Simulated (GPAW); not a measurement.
## Converging the plane-wave cutoff: HfOs (P4mm, 2 atoms in the cell)

```
CELL_PARAMETERS angstrom
      3.22725     0.00000     0.00000
      0.00000     3.22725     0.00000
      0.00000     0.00000     3.22725
ATOMIC_POSITIONS crystal
  Hf 0.00000 0.00000 0.01549
  Os 0.50000 0.50000 0.50000
```

Computed with PBEsol, GPAW PAW datasets PBEsol (made by gpaw-setup) (plane waves; GPAW).

Base settings: mode = pw; ecut = 600 eV; xc = PBEsol; kpts = 4 4 4; mesh shift (steps) = 0 0 0; occupations.name = methfessel-paxton; occupations.width = 0.1 eV; occupations.order = 0; nbands = -8; symmetry.symmorphic = false.

The second cell is the first with its lattice scaled by 0.98.

The mesh stays at the base's, so the ladder's end is converged at best in this setting alone.

Only quantities that move along the ladder and can be compared are tabulated.

The count of work is k-points × plane waves × bands × iterations; it is no time. 

The starting cell comes from a database of computed structures (which also holds hypothetical and non-ambient phases and stackings), without a prior relaxation at this level. Its lattice was rescaled by up to half a per cent. One atom was moved a little off its site on purpose. Spin polarisation is off. Without a gap this mesh is coarse (it stands for a supercell whose shortest vector is 13 Å).

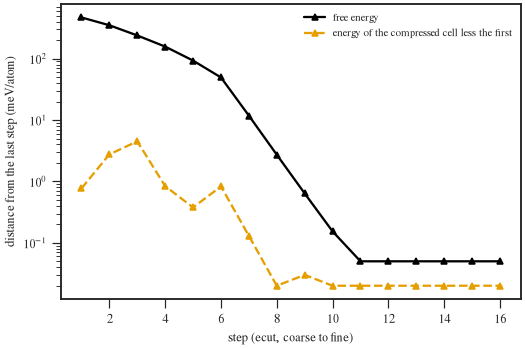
Figure. Distance from the last step along the ladder; very small values are drawn at a floor.

| ecut | free energy less the last step's (meV/atom) | energy of the compressed cell less the first (meV/atom) | pressure (GPa) | largest difference of a force vector from the last step's (eV/Å) | count of work / last |
|---|---|---|---|---|---|
| 210 eV | 468.68 | 50.23 | -5.35 | 0.004 | 0.056 |
| 240 eV | 349.52 | 46.70 | -5.71 | 0.007 | 0.067 |
| 270 eV | 238.40 | 53.95 | -5.50 | 0.010 | 0.097 |
| 300 eV | 157.03 | 50.29 | -4.83 | 0.029 | 0.082 |
| 330 eV | 92.88 | 49.83 | -3.58 | 0.017 | 0.097 |
| 360 eV | 49.36 | 50.29 | -2.44 | 0.010 | 0.14 |
| 420 eV | 11.79 | 49.59 | -0.73 | 0.007 | 0.13 |
| 480 eV | 2.72 | 49.45 | -0.15 | 0.006 | 0.19 |
| 540 eV | 0.64 | 49.49 | -0.08 | 0.012 | 0.30 |
| 600 eV | 0.15 | 49.45 | 0.01 | 0.008 | 0.32 |
| 660 eV | 0.01 | 49.47 | 0.12 | 0.004 | 0.33 |
| 720 eV | -0.01 | 49.46 | 0.03 | 0.019 | 0.37 |
| 810 eV | 0.00 | 49.45 | -0.02 | 0.011 | 0.53 |
| 900 eV | -0.01 | 49.46 | 0.04 | 0.003 | 0.62 |
| 1050 eV | -0.01 | 49.46 | -0.03 | 0.001 | 0.81 |
| 1200 eV | 0.00 | 49.46 | 0.12 | 0.009 | 1.1 |
| 1440 eV | 0.00 | 49.46 | 0.03 | 0.000 | 1.0 |

Coarsest ecut that holds the forces within 0.02 eV/Å of the last step, with all finer ones: 330 eV, at 0.097 of the last step's count of work; the step before is off by 0.029 eV/Å.

Coarsest ecut that holds the energy of the compressed cell less the first within 2 meV/atom of the last step, with all finer ones: 300 eV, at 0.082 of the last step's count of work; the step before is off by 4.5 meV/atom.

Coarsest ecut that holds the pressure within 1 GPa of the last step, with all finer ones: 420 eV, at 0.13 of the last step's count of work; the step before is off by 2.5 GPa.

The energy difference between the two cells stays within 1 meV/atom of the last step's from 300 eV on, the total only from 540 eV on: much of the error is common to both cells and cancels.

At the lowest cutoff the pressure lies 5.4 GPa under the last step's, the usual sign of Pulay stress in an incomplete plane-wave basis.
